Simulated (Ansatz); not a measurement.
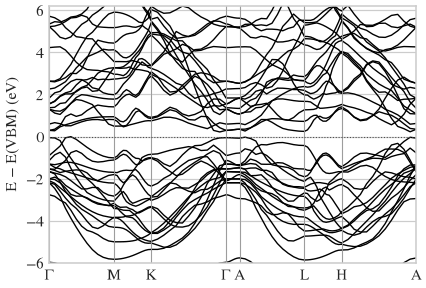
Fig. 1. Band structure from plane-wave PAW PBE+D3(BJ) (Ansatz code)

The gap is 0.21 eV; an edge lies off the plotted path or next to a special point (maximum off the standard path, minimum on the K–Γ line, 94 % of the way from K).

The material is Ge₂Sb₂Te₅ in space group P3m1 (No. 156; Pearson symbol hP9).

The start of the workflow was typed in or built on a structure type; neither database checked (COD, Materials Project) lists it. It is not the phase usual at ambient conditions (space group No. 164). The cell was relaxed with PBE+D3(BJ) under the symmetry of its start; its stability against distortions is not shown here. Scalar-relativistic: spin–orbit coupling is off unless named, which matters more the heavier the elements.

Potentials: the earlier of the program's two PAW sets.
